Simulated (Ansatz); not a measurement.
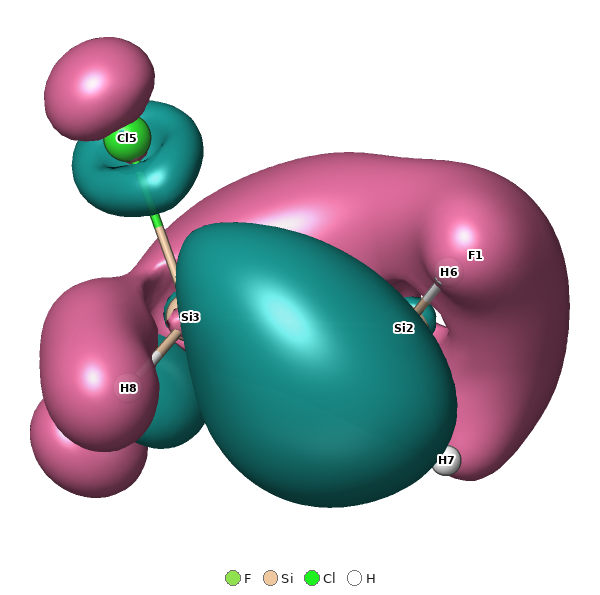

The picture shows: Cl₂FH₃Si₂ (SMILES F[SiH2][SiH](Cl)Cl). The LUMO at ±0.08 Å⁻³ᐟ² (teal and pink are the two phases), seen at a tilt.

Not at a stationary point (largest force 1.5 eV/Å).

Method: SCF PBE, Gaussian basis (Ansatz).

```xyz
8

F    -2.0132    1.1250    0.1025
Si   -0.4543    1.0322    0.4520
Si    0.5109   -0.8972   -0.3162
Cl    0.4054   -1.0971   -2.3549
Cl   -0.3965   -2.5622    0.4120
H    -0.3537    1.1500    1.9262
H     0.2104    2.2143   -0.1466
H     1.9759   -0.9305    0.0250
```

Where does this orbital lie, and at what energy?

Answer. It lies mainly on Si2 (about 40 %), Si3 (about 25 %), F1 (about 10 %) and Cl4 (about 5 %). Its energy is −1.89 eV.
